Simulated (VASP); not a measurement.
Band structure of CsBr (CsCl type). Calculation: PBE GGA with D3 dispersion (zero damping), VASP's PBE PAW potentials (set 64) (plane waves; VASP).

Unless said otherwise, spin-orbit coupling is left out, though it shifts the bands of the heavy elements here.

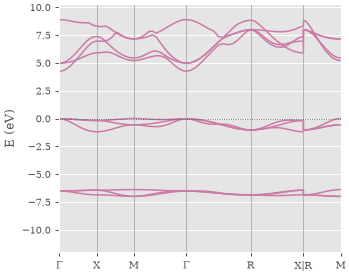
Fig. 1. Bands along high-symmetry lines, zero at the valence-band maximum or, without a gap, the Fermi level

**Question.** Read the plot: is there a gap, and where are the band edges?

**Answer.** The gap is indirect, 4.24 eV, from the valence maximum at M to the conduction minimum at Γ. (Edges off the drawn lines would not show.)

Measured: gap 7.30 eV (computed value off by -3.06 eV), as given by Aguado et al., (1998), arXiv:cond-mat/9809176.

The compound is CsBr in the CsCl type structure. It was relaxed first, which changed the volume by +7 %.
